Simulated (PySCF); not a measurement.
C4H8O2Si2, SMILES O[SiH2][SiH2]c1ccco1 at its GFN2-xTB optimised geometry (Å):

```
16

O      3.3722    -1.4538    -0.3468
Si     1.7506    -1.6347    -0.3031
Si     1.0861     0.5449     0.0000
C     -0.7892     0.5449     0.0000
C     -1.7404     1.5274     0.0000
C     -2.9986     0.8854     0.0051
C     -2.7293    -0.4492     0.0078
O     -1.4070    -0.6651     0.0054
H      3.9651    -2.1907    -0.4665
H      1.4097    -2.5816     0.7691
H      1.3149    -2.2874    -1.5470
H      1.5120     1.1676     1.2665
H      1.4980     1.4994    -1.0436
H     -1.5535     2.5816    -0.0038
H     -3.9651     1.3475     0.0058
H     -3.3705    -1.3089     0.0119
```

Method: CAM-B3LYP/def2-TZVP run with PySCF. Cells within 0.4 Å of a nucleus heavier than hydrogen are left out (blank, or x).

Map of the electrostatic potential (hartree/e), clipped to [-0.08, 0.12] on the plane z = 0.0 Å:

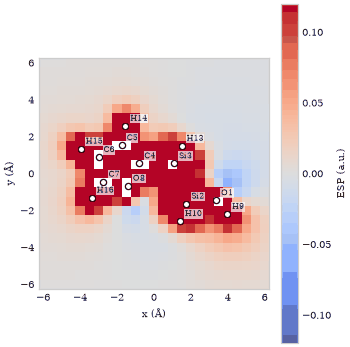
*Electrostatic potential (hartree/e), clipped to [-0.08, 0.12] on the plane z = 0.0 Å.*
